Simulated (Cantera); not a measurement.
Feed: 1 mol Si, 5.6 mol HBr, 77 mol H₂, at 3.40 mbar.

Method: chemical equilibrium by Gibbs-energy minimisation in Cantera with the NASA 1993 tables (ideal gas, pure condensed phases). Candidate condensed phases: Br₂, Si; 19 gas species. The tables' values for SiBr₃ are old estimates; treat these amounts as uncertain. Equilibrium is a limit: real reactors are often held back by kinetics, nucleation or transport.

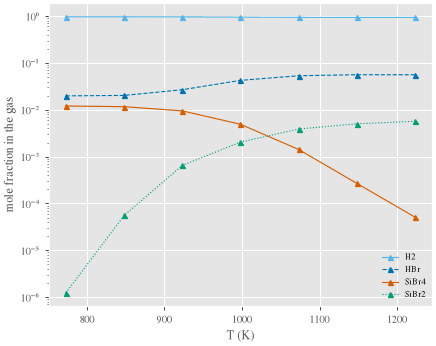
*Equilibrium gas composition (values under 1e-9 drawn at 1e-9)*

Question: Read off the mole fractions at 1073 K.

Answer: H₂ about 0.94, HBr about 0.053, SiBr₂ about 0.0039, SiBr₄ about 0.0014.
